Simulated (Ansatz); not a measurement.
Input file:

```
crystal:
  periodic: [false, false, false]
  atoms:
    - { symbol: F, position_ang: [-0.6117, -1.402, 2.0287] }
    - { symbol: C, position_ang: [-0.7981, -1.2782, 0.6873] }
    - { symbol: C, position_ang: [0.1165, -1.7631, -0.1162] }
    - { symbol: Si, position_ang: [-0.1546, -0.0974, -0.5434] }
    - { symbol: Si, position_ang: [0.8391, 1.6439, 0.3015] }
    - { symbol: S, position_ang: [-1.6525, 0.1011, -2.086] }
    - { symbol: H, position_ang: [1.0102, -2.373, 0.2001] }
    - { symbol: H, position_ang: [-0.09608, 2.50548, 1.11483] }
    - { symbol: H, position_ang: [1.40784, 2.55648, -0.77113] }
    - { symbol: H, position_ang: [2.03232, 1.31576, 1.17858] }
    - { symbol: H, position_ang: [-2.0617, -1.1941, -2.0819] }
basis:
  gaussian: { orbitals: "6-31G*" }
hamiltonian:
  xc: r2scanh
relax:
  f_tol: 0.015
  max_steps: 40
output:
  orbitals: {}
```

Run with:

```sh
ansatz run input.yaml --threads 2 --pin off --max-ram 3072MiB --backend cpu --events-out ev --progress --plain --runs-dir out
```

The fields are those of the run's last geometry, not of the input's.

Computed with RKS r2SCANh/6-31G* in Ansatz 0.2.0.

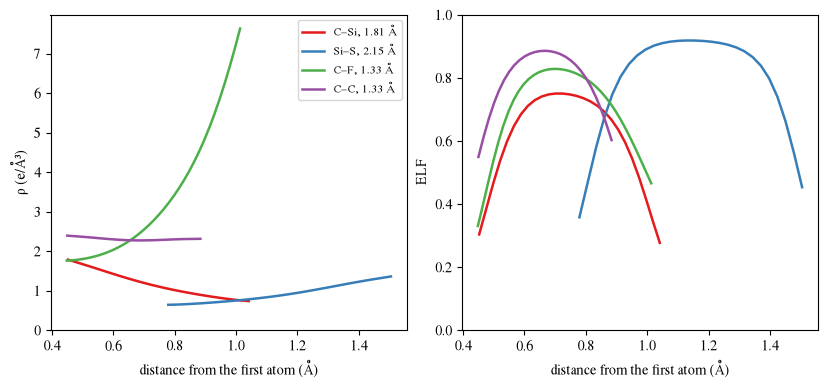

C$_{2}$H$_{5}$FSSi$_{2}$ (SMILES FC1=C[Si]1([SiH3])S). Total electron density and electron localisation function along straight lines between neighbouring atoms. The curves leave out the atomic cores.

What can be read from the curves?

Answer. C–Si (1.81 Å): ρ is about 0.87 e/Å³ halfway; the ELF peaks at about 0.75 between the atoms, as expected for a covalent bond.
Si–S (2.15 Å): ρ at the midpoint is about 0.81 e/Å³; the ELF peaks at about 0.90 between the atoms, as expected for localised, covalent bonding.
C–F (1.33 Å): the density is about 2.3 e/Å³ at the midpoint; the ELF peaks at about 0.85 between the atoms (a polar covalent bond).
C–C (1.33 Å): the density is about 2.3 e/Å³ at the midpoint; the ELF peaks at about 0.90 between the atoms; a short, multiple covalent bond.
